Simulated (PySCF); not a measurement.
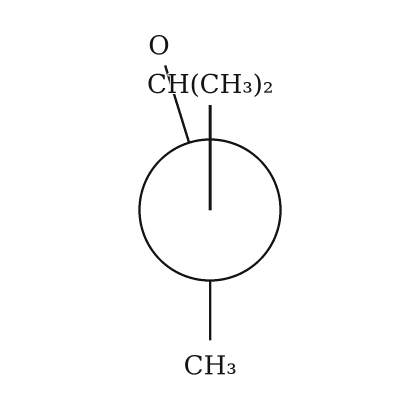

A Newman projection along the O–C bond, oxygen in front; angles are drawn as computed, but eclipsed bonds slightly apart. The computed structure is the end point of a PBE0-D3(BJ)/def2-SVP optimisation. No frequency run is at hand to confirm it as a minimum.

Q: Which molecule is it?

A: C5H10O2, CC(=O)OC(C)C

Q: What is the torsion angle from the front CH(CH3)2 to the back O? The sign is positive where the front bond must turn clockwise to cover the back bond.

A: 0°, synperiplanar (eclipsed).
